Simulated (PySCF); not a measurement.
# C₅H₃F₂O+: a tour of settings

Which settings matter for C₅H₃F₂O+ (`C#C[C@H](C#[O+])C(F)F`), and how do bad ones show?

Computed with PySCF 2.14.0, with density-fitted response routines of our own, on a single molecule in the gas phase. Atoms count from 0, in the outputs and in this text.

## Step 1: The molecule as given

11 atoms, charge 1, multiplicity 1; geometry from: GFN2-xTB.

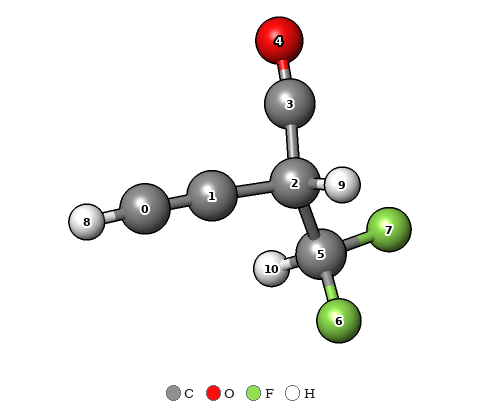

As it starts; carbon grey, oxygen red, fluorine green, hydrogen white, atoms numbered.

## Step 2: NMR shieldings: PBE0/pcSseg-1

The job: settings as JSON, then the geometry in Å.

```
{"job": {"kind": "nmr", "xc": "PBE0", "basis": "pcSseg-1"}, "charge": 1, "multiplicity": 1}
C      0.617287     2.212326    -0.619037
C      0.534117     1.059321    -0.307201
C      0.405743    -0.342389     0.123026
C      0.707758    -1.052282    -1.036773
O      0.956885    -1.529723    -2.013946
C     -1.022250    -0.659639     0.760216
F     -1.043000    -0.116663     1.967844
F     -1.133466    -1.981817     0.880050
H      0.694935     3.238017    -0.858407
H      1.138269    -0.565070     0.923509
H     -1.850854    -0.259411     0.154754
```

Method: GIAO PBE0/pcSseg-1 NMR shielding, non-relativistic, gas phase.

Launch:

```sh
> OMP_NUM_THREADS=1 python probes_run.py task.json out
```

One launch serves the whole session: the jobs run in the order shown.

Log:

```text
coarse grid: 10552 points
cycle   1  E = -465.9857116914  dE =  1.905e+00  |g| = 1.047e+00  |ddm| = 3.234e+00
cycle   2  E = -465.1980125867  dE =  7.877e-01  |g| = 2.329e+00  |ddm| = 2.406e+00
cycle   3  E = -466.1914907891  dE = -9.935e-01  |g| = 3.297e-01  |ddm| = 1.523e+00
cycle   4  E = -466.2101739315  dE = -1.868e-02  |g| = 1.100e-01  |ddm| = 2.670e-01
cycle   5  E = -466.2121786937  dE = -2.005e-03  |g| = 2.329e-02  |ddm| = 6.620e-02
cycle   6  E = -466.2122707865  dE = -9.209e-05  |g| = 5.915e-03  |ddm| = 2.116e-02
cycle   7  E = -466.2122766369  dE = -5.850e-06  |g| = 3.063e-03  |ddm| = 6.010e-03
final grid: 106576 points
cycle   8  E = -466.2848015289  dE =  3.671e-07  |g| = 1.643e-02  |ddm| = 4.051e-02
cycle   9  E = -466.2846136474  dE =  1.879e-04  |g| = 3.604e-02  |ddm| = 2.598e-02
cycle  10  E = -466.2848516505  dE = -2.380e-04  |g| = 2.131e-03  |ddm| = 1.767e-02
cycle  11  E = -466.2848525254  dE = -8.749e-07  |g| = 8.037e-04  |ddm| = 1.744e-03
cycle  12  E = -466.2848526710  dE = -1.456e-07  |g| = 2.335e-04  |ddm| = 6.093e-04
cycle  13  E = -466.2848526828  dE = -1.178e-08  |g| = 7.087e-05  |ddm| = 2.021e-04
cycle  14  E = -466.2848526835  dE = -7.384e-10  |g| = 1.500e-05  |ddm| = 6.409e-05
converged SCF energy = -466.2848526835

GIAO shielding tensors (ppm)
atom      isotropic    diamagn.    paramagn.     s11        s22        s33       span
  0 C       78.472     253.613    -175.141     -7.671      9.674    233.413    241.084
  1 C      129.208     266.387    -137.179     38.938     60.092    288.592    249.654
  2 C      158.740     244.828     -86.088    138.003    163.294    174.924     36.921
  3 C       29.980     262.596    -232.615    -88.665    -81.611    260.217    348.882
  4 O      -37.200     394.868    -432.069   -222.192   -160.791    271.381    493.573
  5 C       64.984     236.938    -171.955     50.462     67.372     77.117     26.656
  6 F      271.097     468.071    -196.974    195.458    285.431    332.402    136.944
  7 F      267.358     468.071    -200.713    185.508    296.007    320.558    135.050
  8 H       27.903      31.588      -3.685     23.149     23.199     37.362     14.213
  9 H       25.858      24.462       1.396     23.056     24.173     30.345      7.289
 10 H       24.634      25.626      -0.991     22.898     23.620     27.385      4.487
```

Run time: 11 s. Hardware: 1 thread of Intel Xeon 6975P-C, shared host; peak memory 0.71 GiB.

The references, computed at this level on geometries of the same kind, shield at (ppm): 1H TMS 31.72, 13C TMS 186.9, 19F CFCl3 170.9, 17O H2O 336.1. Their shielding less the atom's gives the shift. The references are single molecules in the gas phase, so shifts against H2O, NH3, PH3, H3PO4 or CFCl3 are not on the usual liquid scales and can be off by tens of ppm.

```tsv
atoms	environment	σ (ppm)	δ (ppm)
C3	acylium carbon	30.0	156.9
C5	sp3 CH bonded to 2 F	65.0	121.9
C0	terminal alkyne carbon	78.5	108.5
C1	alkyne carbon	129.2	57.7
C2	propargylic sp3 CH	158.7	28.2
H10	hydrogen on an sp3 CH bonded to 2 F	24.63	7.08
H9	hydrogen on a propargylic sp3 CH	25.86	5.86
H8	hydrogen on a terminal alkyne carbon	27.90	3.81
O4	oxygen bonded to C	-37.2	373.3
F7	fluorine of a CF2 group	267.4	-96.4
F6	fluorine of a CF2 group	271.1	-100.2
```

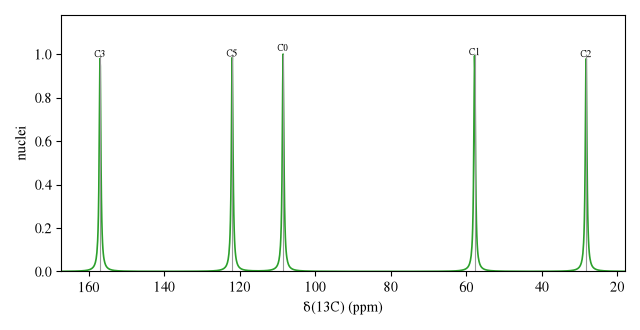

13C lines at the computed shifts, without couplings. Lines are broadened to a width of 0.52 ppm (Lorentzian).

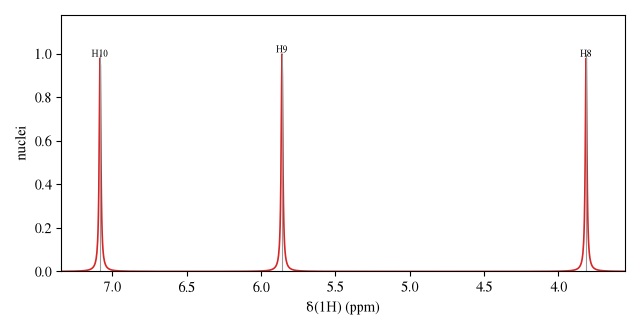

1H lines at the computed shifts, without couplings. Lines are broadened to a width of 0.01 ppm (Lorentzian).

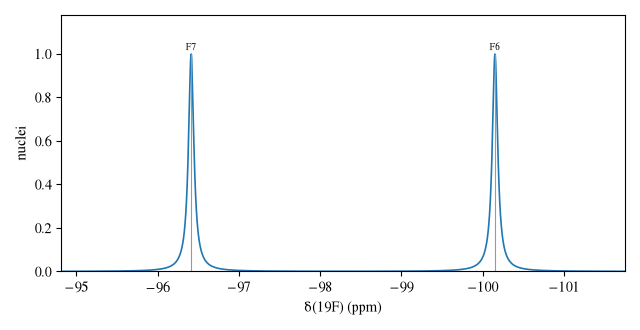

19F lines at the computed shifts, without couplings. Lines are broadened to a width of 0.08 ppm (Lorentzian).

The run also stored atomic charges by several schemes (e):

```tsv
atoms	Mulliken	IAO	Hirshfeld	ESP fit
C0	-0.16	-0.06	0.03	-0.22
C1	0.22	-0.09	-0.04	-0.04
C2	-0.44	-0.22	0.02	-0.26
C3	0.65	0.66	0.42	0.65
O4	-0.01	-0.01	0.09	-0.02
C5	0.64	0.49	0.20	0.34
F6	-0.22	-0.24	-0.03	-0.11
F7	-0.24	-0.26	-0.05	-0.15
```

IAO charges:

```tsv
atom	value (e)
C0	-0.06
C1	-0.09
C2	-0.22
C3	0.66
O4	-0.01
C5	0.49
F6	-0.24
F7	-0.26
H8	0.25
H9	0.28
H10	0.19
```

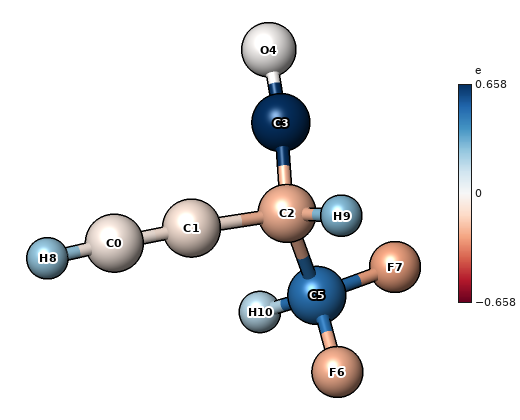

IAO charges, as colours on the atoms.

Mayer bond orders: C0–C1 2.47, C1–C2 0.86, C2–C3 1.05, C3–O4 2.49, C2–C5 0.87, C5–F6 1.03, C5–F7 1.00.

## Step 3: TDDFT and polarisability: PBE0/def2-SVPD

Settings changed since step 2:

```diff
@@ -1,2 +1,2 @@
-{"job": {"kind": "nmr", "xc": "PBE0", "basis": "pcSseg-1"}, "charge": 1, "multiplicity": 1}
+{"job": {"kind": "uv", "xc": "PBE0", "basis": "def2-SVPD", "nstates": 6, "ntriplets": 2}, "charge": 1, "multiplicity": 1}
 C      0.617287     2.212326    -0.619037
```

With the program's defaults for keys left out, this is: TDDFT PBE0/def2-SVPD, vertical, gas phase, core orbitals frozen in the response.

Log:

```text
coarse grid: 10552 points
cycle   1  E = -465.7102902997  dE =  1.850e+00  |g| = 1.003e+00  |ddm| = 7.624e+00
cycle   2  E = -464.9555365746  dE =  7.548e-01  |g| = 2.239e+00  |ddm| = 4.094e+00
cycle   3  E = -465.9108507681  dE = -9.553e-01  |g| = 3.075e-01  |ddm| = 2.707e+00
cycle   4  E = -465.9280142233  dE = -1.716e-02  |g| = 1.039e-01  |ddm| = 4.760e-01
cycle   5  E = -465.9299224570  dE = -1.908e-03  |g| = 2.318e-02  |ddm| = 1.274e-01
cycle   6  E = -465.9300165489  dE = -9.409e-05  |g| = 6.707e-03  |ddm| = 4.222e-02
cycle   7  E = -465.9300251082  dE = -8.559e-06  |g| = 3.455e-03  |ddm| = 1.513e-02
cycle   8  E = -465.9300276964  dE = -2.588e-06  |g| = 7.374e-04  |ddm| = 4.866e-03
final grid: 106576 points
cycle   9  E = -466.0025033269  dE = -1.131e-05  |g| = 1.250e-02  |ddm| = 1.369e-01
cycle  10  E = -466.0023818411  dE =  1.215e-04  |g| = 2.831e-02  |ddm| = 3.682e-02
cycle  11  E = -466.0025329271  dE = -1.511e-04  |g| = 2.123e-03  |ddm| = 2.377e-02
cycle  12  E = -466.0025339188  dE = -9.917e-07  |g| = 5.557e-04  |ddm| = 3.658e-03
cycle  13  E = -466.0025339829  dE = -6.414e-08  |g| = 2.215e-04  |ddm| = 9.851e-04
cycle  14  E = -466.0025339938  dE = -1.090e-08  |g| = 6.341e-05  |ddm| = 4.381e-04
cycle  15  E = -466.0025339946  dE = -7.174e-10  |g| = 1.550e-05  |ddm| = 9.219e-05
converged SCF energy = -466.0025339946

Static polarisability (au): isotropic 56.704, principal 39.865 58.482 71.765

Singlet excitations
state   eV       nm        f      main configurations
  1   4.1609    298.0   0.00532   H->L 0.70, H->L+1 0.28
  2   4.3138    287.4   0.00375   H->L+1 0.69, H->L 0.29
  3   4.3367    285.9   0.00365   H-1->L 0.94
  4   4.7936    258.6   0.07165   H-1->L+1 0.92
  5   6.1852    200.5   0.05271   H-2->L 0.89, H-2->L+1 0.09
  6   6.2892    197.1   0.01055   H-2->L+1 0.89, H-2->L 0.09

Triplet excitations (Tamm-Dancoff, eV): 3.9034 3.9683
```

It took 15 s on 1 thread of Intel Xeon 6975P-C, shared host; peak memory 0.78 GiB.

The orbitals next to the gap, with their largest atomic shares:

```tsv
orbital	eV	atoms
HOMO−3	-17.09	F6 55 %, F7 41 %
HOMO−2	-15.81	F6 26 %, F7 24 %, C5 17 %
HOMO−1	-14.07	C1 44 %, C0 39 %, C2 6 %
HOMO	-13.88	C1 42 %, C0 40 %, C2 7 %
LUMO	-8.47	C3 41 %, O4 32 %, C2 10 %
LUMO+1	-8.21	C3 43 %, O4 31 %, C2 9 %
LUMO+2	-4.78	C0 23 %, C1 20 %, C3 17 %
```

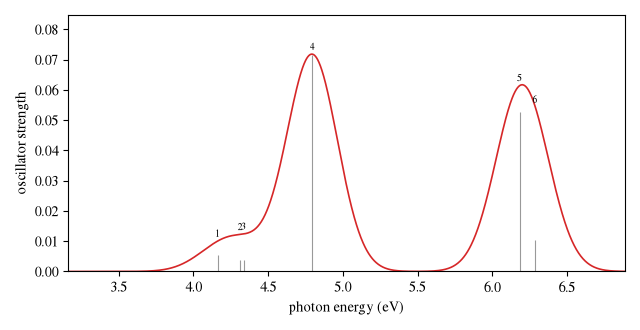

Absorption spectrum from the 6 singlet states computed; above the last one it falls off for lack of states. Lines are broadened to a width of 0.40 eV (Gaussian).

Further results of this job:

```tsv
property	computed
polarisability (Å³)	8.40
HOMO–LUMO gap (eV)	5.41
−ε(HOMO) (eV)	13.88
```

## Step 4: Nuclear shieldings: B97-D/MINI

Settings changed since step 3:

```diff
@@ -1,2 +1,2 @@
-{"job": {"kind": "uv", "xc": "PBE0", "basis": "def2-SVPD", "nstates": 6, "ntriplets": 2}, "charge": 1, "multiplicity": 1}
+{"job": {"kind": "nmr", "xc": "B97-D", "basis": "MINI", "pop": false}, "charge": 1, "multiplicity": 1}
 C      0.617287     2.212326    -0.619037
```

Method: GIAO B97-D/MINI NMR shielding, non-relativistic, gas phase.

Log:

```text
coarse grid: 10552 points
cycle   1  E = -462.6381334766  dE =  2.190e+00  |g| = 8.585e-01  |ddm| = 5.585e+00
cycle   2  E = -457.5275233804  dE =  5.111e+00  |g| = 3.722e+00  |ddm| = 6.130e+00
cycle   3  E = -462.0945848463  dE = -4.567e+00  |g| = 1.665e+00  |ddm| = 5.256e+00
cycle   4  E = -462.8611428702  dE = -7.666e-01  |g| = 3.061e-01  |ddm| = 2.264e+00
cycle   5  E = -462.8916053793  dE = -3.046e-02  |g| = 1.228e-01  |ddm| = 6.973e-01
cycle   6  E = -462.8967753163  dE = -5.170e-03  |g| = 5.188e-02  |ddm| = 2.883e-01
cycle   7  E = -462.8974455346  dE = -6.702e-04  |g| = 2.452e-02  |ddm| = 9.848e-02
cycle   8  E = -462.8976008159  dE = -1.553e-04  |g| = 9.935e-03  |ddm| = 4.137e-02
cycle   9  E = -462.8976410899  dE = -4.027e-05  |g| = 6.229e-04  |ddm| = 2.251e-02
cycle  10  E = -462.8976411989  dE = -1.091e-07  |g| = 4.044e-04  |ddm| = 2.447e-03
final grid: 106576 points
cycle  11  E = -462.9708960120  dE = -1.001e-05  |g| = 2.980e-03  |ddm| = 1.569e-02
cycle  12  E = -462.9708800592  dE =  1.595e-05  |g| = 7.634e-03  |ddm| = 1.521e-02
cycle  13  E = -462.9708984844  dE = -1.843e-05  |g| = 1.202e-03  |ddm| = 1.188e-02
cycle  14  E = -462.9708988884  dE = -4.040e-07  |g| = 3.413e-04  |ddm| = 1.867e-03
cycle  15  E = -462.9708989231  dE = -3.473e-08  |g| = 1.529e-04  |ddm| = 6.226e-04
cycle  16  E = -462.9708989296  dE = -6.496e-09  |g| = 3.679e-05  |ddm| = 2.252e-04
cycle  17  E = -462.9708989301  dE = -4.600e-10  |g| = 7.553e-06  |ddm| = 7.522e-05
converged SCF energy = -462.9708989301

GIAO shielding tensors (ppm)
atom      isotropic    diamagn.    paramagn.     s11        s22        s33       span
  0 C      134.834     259.003    -124.168     83.773     96.515    224.215    140.442
  1 C      183.032     256.949     -73.917    126.044    146.288    276.765    150.721
  2 C      189.043     232.504     -43.461    175.464    190.123    201.542     26.078
  3 C      110.230     254.152    -143.922     58.149     62.515    210.027    151.878
  4 O      -19.398     381.202    -400.601   -127.648    -92.172    161.625    289.273
  5 C      120.495     237.426    -116.931    101.016    125.532    134.938     33.922
  6 F      188.340     454.649    -266.309     -6.770    156.190    415.600    422.370
  7 F      197.352     454.990    -257.638    -34.343    237.450    388.949    423.292
  8 H       24.676      23.850       0.826     19.977     20.315     33.737     13.761
  9 H       23.246      21.161       2.085     19.360     20.589     29.789     10.429
 10 H       21.367      21.319       0.048     17.357     20.552     26.191      8.834
```

Run time: 4 s. Hardware: 1 thread of Intel Xeon 6975P-C, shared host; peak memory 0.45 GiB.

Key values: δ C3 107.1, C5 96.8, C0 82.5, C1 34.3, H10 9.37, H9 7.49 ppm.

## Step 5: Indirect couplings: BP86/STO-3G

Settings changed since step 4:

```diff
@@ -1,2 +1,2 @@
-{"job": {"kind": "nmr", "xc": "B97-D", "basis": "MINI", "pop": false}, "charge": 1, "multiplicity": 1}
+{"job": {"kind": "j", "xc": "BP86", "basis": "STO-3G", "scf": {"damp": 0.1}}, "charge": 1, "multiplicity": 1}
 C      0.617287     2.212326    -0.619037
```

Method: BP86/STO-3G indirect spin-spin coupling, non-relativistic, gas phase.

Log:

```text
damping 0.10 in the first 6 cycles
final grid: 106576 points
cycle   1  E = -460.2821532080  dE =  1.962e+00  |g| = 8.857e-01  |ddm| = 4.939e+00
cycle   2  E = -453.9516550148  dE =  6.330e+00  |g| = 3.890e+00  |ddm| = 5.229e+00
cycle   3  E = -436.0353615023  dE =  1.792e+01  |g| = 3.685e+00  |ddm| = 1.103e+01
cycle   4  E = -384.7536372045  dE =  5.128e+01  |g| = 3.733e+00  |ddm| = 2.092e+01
cycle   5  E = -428.1361380732  dE = -4.338e+01  |g| = 3.838e+00  |ddm| = 2.129e+01
cycle   6  E = -365.1668573377  dE =  6.297e+01  |g| = 3.623e+00  |ddm| = 2.431e+01
cycle   7  E = -430.7695800276  dE = -6.560e+01  |g| = 4.420e+00  |ddm| = 2.425e+01
cycle   8  E = -441.2972246177  dE = -1.053e+01  |g| = 3.229e+00  |ddm| = 8.186e+00
cycle   9  E = -446.3065691825  dE = -5.009e+00  |g| = 3.677e+00  |ddm| = 7.944e+00
cycle  10  E = -451.9801330557  dE = -5.674e+00  |g| = 2.601e+00  |ddm| = 4.261e+00
[... 60 cycles left out ...]
cycle  71  E = -443.3856010049  dE = -8.632e+00  |g| = 3.161e+00  |ddm| = 5.110e+00
cycle  72  E = -441.5841489502  dE =  1.801e+00  |g| = 3.170e+00  |ddm| = 2.193e+00
cycle  73  E = -442.6103863394  dE = -1.026e+00  |g| = 3.098e+00  |ddm| = 1.090e+00
cycle  74  E = -442.2895192757  dE =  3.209e-01  |g| = 3.037e+00  |ddm| = 4.427e-01
cycle  75  E = -442.0089976925  dE =  2.805e-01  |g| = 3.186e+00  |ddm| = 5.158e-01
cycle  76  E = -441.9303006028  dE =  7.870e-02  |g| = 3.261e+00  |ddm| = 3.317e-01
cycle  77  E = -437.2543069025  dE =  4.676e+00  |g| = 3.853e+00  |ddm| = 4.201e+00
cycle  78  E = -360.8962951561  dE =  7.636e+01  |g| = 3.045e+00  |ddm| = 2.598e+01
cycle  79  E = -442.6231035225  dE = -8.173e+01  |g| = 3.358e+00  |ddm| = 2.606e+01
cycle  80  E = -442.5315822876  dE =  9.152e-02  |g| = 3.368e+00  |ddm| = 1.848e-01
SCF not converged, last energy = -442.5315822876
```

Run time: 16 s. Hardware: 1 thread of Intel Xeon 6975P-C, shared host; peak memory 0.45 GiB.

Diagnosis: After 80 cycles the gradient is still 3.4e+00. The remedy is to try a level shift, damping or smearing: with standard settings such a stall mostly means levels near the gap that swap their filling. Numbers printed on the way are no properties of the molecule.

## Step 6: NMR shieldings: PBE0/pcSseg-1

Settings changed since step 5:

```diff
@@ -1,2 +1,2 @@
-{"job": {"kind": "j", "xc": "BP86", "basis": "STO-3G", "scf": {"damp": 0.1}}, "charge": 1, "multiplicity": 1}
+{"job": {"kind": "nmr", "xc": "PBE0", "basis": "pcSseg-1", "pop": false, "scf": {"diis": false, "max_cycle": 54}}, "charge": 1, "multiplicity": 1}
 C      0.617287     2.212326    -0.619037
```

Level: GIAO PBE0/pcSseg-1 NMR shielding, non-relativistic, gas phase.

Log:

```text
final grid: 106576 points
cycle   1  E = -466.0554007130  dE =  1.909e+00  |g| = 1.054e+00  |ddm| = 3.230e+00
cycle   2  E = -465.2498478708  dE =  8.056e-01  |g| = 2.351e+00  |ddm| = 2.423e+00
cycle   3  E = -463.3846701249  dE =  1.865e+00  |g| = 3.800e+00  |ddm| = 3.749e+00
cycle   4  E = -444.2500387752  dE =  1.913e+01  |g| = 8.740e+00  |ddm| = 1.899e+01
cycle   5  E = -414.0621333053  dE =  3.019e+01  |g| = 1.124e+01  |ddm| = 3.052e+01
cycle   6  E = -353.6674452851  dE =  6.039e+01  |g| = 2.010e+01  |ddm| = 3.344e+01
cycle   7  E = -359.3024873122  dE = -5.635e+00  |g| = 1.662e+01  |ddm| = 2.635e+01
cycle   8  E = -278.9679809830  dE =  8.033e+01  |g| = 2.324e+01  |ddm| = 4.695e+01
cycle   9  E = -333.7520017886  dE = -5.478e+01  |g| = 1.955e+01  |ddm| = 4.784e+01
cycle  10  E = -267.6420177539  dE =  6.611e+01  |g| = 2.177e+01  |ddm| = 2.979e+01
[... 34 cycles left out ...]
cycle  45  E = -232.4145542920  dE = -1.526e+02  |g| = 2.140e+01  |ddm| = 5.403e+01
cycle  46  E = -79.8171666240  dE =  1.526e+02  |g| = 2.618e+01  |ddm| = 5.403e+01
cycle  47  E = -232.4145542920  dE = -1.526e+02  |g| = 2.140e+01  |ddm| = 5.403e+01
cycle  48  E = -79.8171666240  dE =  1.526e+02  |g| = 2.618e+01  |ddm| = 5.403e+01
cycle  49  E = -232.4145542920  dE = -1.526e+02  |g| = 2.140e+01  |ddm| = 5.403e+01
cycle  50  E = -79.8171666240  dE =  1.526e+02  |g| = 2.618e+01  |ddm| = 5.403e+01
cycle  51  E = -232.4145542920  dE = -1.526e+02  |g| = 2.140e+01  |ddm| = 5.403e+01
cycle  52  E = -79.8171666240  dE =  1.526e+02  |g| = 2.618e+01  |ddm| = 5.403e+01
cycle  53  E = -232.4145542920  dE = -1.526e+02  |g| = 2.140e+01  |ddm| = 5.403e+01
cycle  54  E = -79.8171666240  dE =  1.526e+02  |g| = 2.618e+01  |ddm| = 5.403e+01
SCF not converged, last energy = -79.8171666240
```

It took 24 s on 1 thread of Intel Xeon 6975P-C, shared host; peak memory 0.63 GiB.

**What went wrong.** The SCF swings between two densities 152.60 Eh apart: plain iteration without DIIS overshoots. The remedy is to turn DIIS on. Numbers printed on the way are no properties of the molecule.

## Step 7: Run by run: NMR shifts

Shifts (ppm) of some atoms, chosen among heavy atoms and hydrogens apart, with basis size and wall time:

```tsv
run	C3	C5	C0	H10	H8	F7	F6	functions	time
PBE0/pcSseg-1	156.9	121.9	108.5	7.08	3.81	-96.4	-100.2	151	11 s
B97-D/MINI	107.1	96.8	82.5	9.37	6.06	-14.4	-5.4	43	4 s
```

## Step 8: Summary of results

```
                                quantity                                            value
  13C shifts against TMS (PBE0/pcSseg-1)              156.9, 121.9, 108.5, 57.7, 28.2 ppm
   1H shifts against TMS (PBE0/pcSseg-1)                             7.08, 5.86, 3.81 ppm
  17O shifts against H2O (PBE0/pcSseg-1)                                        373.3 ppm
19F shifts against CFCl3 (PBE0/pcSseg-1)                                -96.4, -100.2 ppm
         lowest singlet (PBE0/def2-SVPD)                      4.16 eV (298 nm), f = 0.005
brightest single state of those computed                      state 4, 4.79 eV, f = 0.072
                          lowest triplet                                          3.90 eV
                range of the shift of F6                               -100.2 to -5.4 ppm
           property runs in this session  5, of which 2 failed and 1 gave unsound results
```

In words: Single values in the summary come from the first run of each kind that ended normally (PBE0/pcSseg-1; PBE0/def2-SVPD), which need not be the best level. H10 (hydrogen on an sp3 CH bonded to 2 F) lies farthest downfield among hydrogen, at 7.08 ppm; its carbon carries F, hence the downfield position. At PBE0/pcSseg-1: The largest span, 494 ppm, is at O4, where the paramagnetic term is -432 ppm. The first singlet state (HOMO→LUMO 0.70, HOMO→LUMO+1 0.28) lies at 4.16 eV and is weak; of the 6 states computed, the strongest absorption comes from state 4 at 4.79 eV. The lowest triplet lies 0.26 eV below the lowest singlet (triplets in Tamm-Dancoff, singlets in full TDDFT). Across the 2 runs the shift of F6 moves most, between -100.2 (PBE0/pcSseg-1) and -5.4 ppm (B97-D/MINI). A minimal basis is unusable for shieldings, so that end is no result.
